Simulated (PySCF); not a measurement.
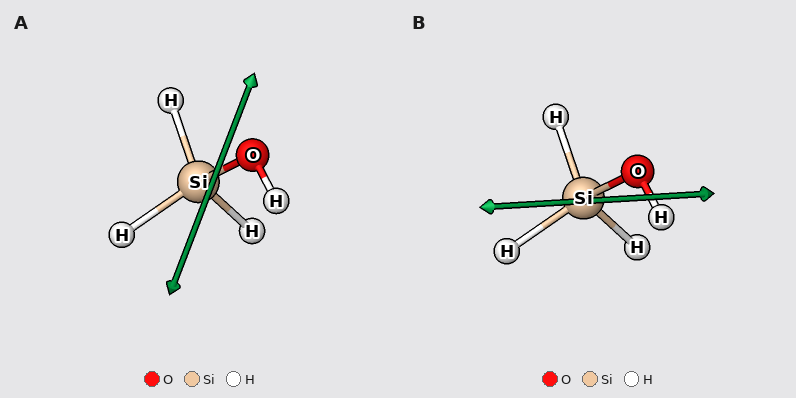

The double arrows show the directions of two transition dipoles from the ground state (lengths mean nothing). The computed structure is the end point of a PBE0-D3(BJ)/def2-SVP optimisation. No frequency run is at hand to confirm it as a minimum. Properties computed with TDDFT PBE/def2-SVPD, vertical, gas phase, core orbitals frozen in the response (PySCF 2.14.0).

One belongs to singlet state 3 and one to singlet state 9. Which is which?

A: state 9, 8.58 eV (145 nm), oscillator strength 0.13, mainly HOMO−3 → LUMO (weight 0.69).
B: state 3, 7.56 eV (164 nm), oscillator strength 0.030, mainly HOMO → LUMO+1 (weight 0.98).
